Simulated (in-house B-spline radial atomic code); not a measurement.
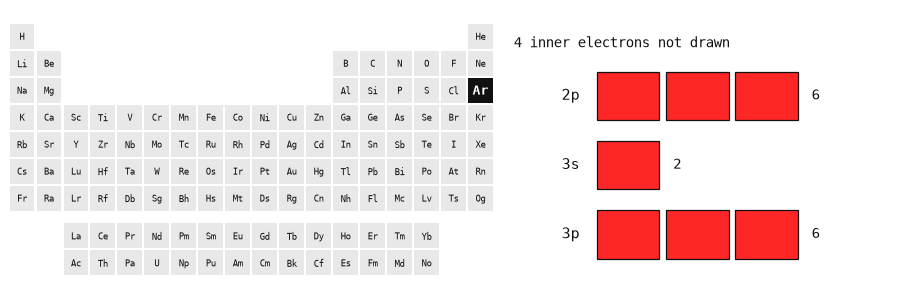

**Figure 1.** Left, the place of argon in the periodic table; right, the outer shells as the input fills them: a box for each of the 2l + 1 orbitals, shaded by the share of the shell that is filled, with the electron count at the right.

**Ar: RPA and GW calculation**

Ar, configuration [Ne] 3s2 3p6. Computed at this level: RPA, second-order and SOSEX correlation energies and G0W0 (contour deformation) on a non-relativistic mean field, all electrons, B-spline basis (in-house B-spline radial atomic code).

**Input**
```
Z = 18
electrons = 18.0
configuration = [Ne] 3s2 3p6
hamiltonian = nr
method = oep
lmax = 9
spin_polarised = False
box_radius = 40.0
intervals = 75
```

Launched within a batch (the task file carries these settings):
```bash
python <driver script> task.json out
```

The program writes its results to a structured record and prints no log; tables and figures of this report are taken from that record.

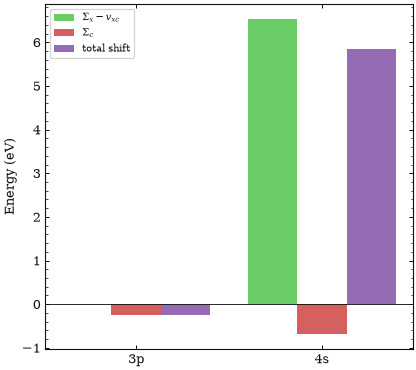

**Figure 2.** Parts of the G₀W₀ correction to each level for the Ar atom ([Ne] 3s² 3p⁶). All-electron spherical atom, non-relativistic, exchange-only OEP start, no spin-orbit coupling, Breit or QED terms; computed with a B-spline radial code. The quasi-particle equation is solved at full frequency; levels of low quasi-particle weight Z are left out. Σ columns are in eV, and Σc holds an estimate for the angular momenta beyond the basis. G₀W₀ moves the highest occupied level, 3p, from −16.08 to −16.32 eV (renormalisation factor Z = 0.90). The empty level 4s goes from −4.38 to 1.47 eV.

```tsv
Level	Mean field (eV)	Σx − vxc (eV)	Σc (eV)	Z	G₀W₀ (eV)
3p	−16.08	0.00	−0.24	0.90	−16.32
4s	−4.38	6.52	−0.67	0.97	1.47
```

**Key numbers**

| quantity | value |
| --- | --- |
| outcome | converged |
| mean-field total energy | −526.81222 hartree |
| total energy with exact exchange alone | −526.81222 hartree |
| exact exchange energy | −30.17467 hartree |
| RPA correlation, extrapolated in the angular momentum of the empty orbitals | −1.10561 hartree |
| RPA correlation, as summed | −1.09852 hartree |
| direct second-order term | −1.30723 hartree |
| second-order exchange term | 0.44239 hartree |
| SOSEX term | 0.39385 hartree |
| hardware | 1 thread of Arm Neoverse N1, 98 GiB of memory available, shared host |
| wall time | 3.9 s |

**Remarks**

Caveats: relativity is absent.
